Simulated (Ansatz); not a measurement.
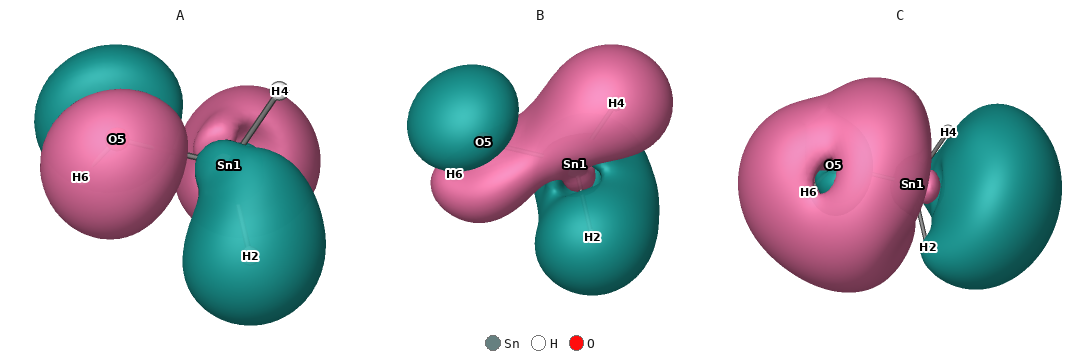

H$_{4}$OSn. Three frontier orbitals at ±0.05 Å⁻³ᐟ² (teal and pink are the two phases), in no order.

Core potentials replace the inner electrons of Sn.

Method: RKS PBE0/def2-mTZVP (Ansatz 0.2.0).

Input

```
crystal:
  periodic: [false, false, false]
  atoms:
    - { symbol: Sn, position_ang: [0.081763, 0.086888, 0.110905] }
    - { symbol: H, position_ang: [0.669693, 0.029004, 1.720409] }
    - { symbol: H, position_ang: [1.769673, -0.213028, 0.151722] }
    - { symbol: H, position_ang: [-0.582562, 1.486432, -0.552819] }
    - { symbol: O, position_ang: [-1.098852, -1.405444, -0.420236] }
    - { symbol: H, position_ang: [-0.901714, -2.228453, 0.04092] }
basis:
  gaussian: { orbitals: def2-mTZVP }
hamiltonian:
  xc: pbe0
relax:
  f_tol: 0.03
  max_steps: 50
output:
  orbitals: {}
```

Run with:

```sh
ansatz run input.yaml --threads 1 --pin off --max-ram 2048MiB --backend cpu --events-out ev --progress --plain --runs-dir out
```

The fields are those of the run's last geometry, not of the input's.

**Order the three orbitals by energy and name them.**

B is the HOMO−1 (−8.98 eV). It lies mainly on O5 (about 45 %), Sn1 (about 25 %), H2 (about 10 %), H4 (about 10 %) and H3 (about 5 %). A is the HOMO (−8.16 eV). Its weight (Hirshfeld) is mainly on O5 (about 65 %), Sn1 (about 15 %), H3 (about 10 %) and H2 (about 10 %). C is the LUMO (−0.57 eV). By Hirshfeld shares it lies mainly on Sn1 (about 60 %), O5 (about 15 %) and H6 (about 10 %).

**What is the HOMO–LUMO gap?**

7.59 eV between the orbital energies.
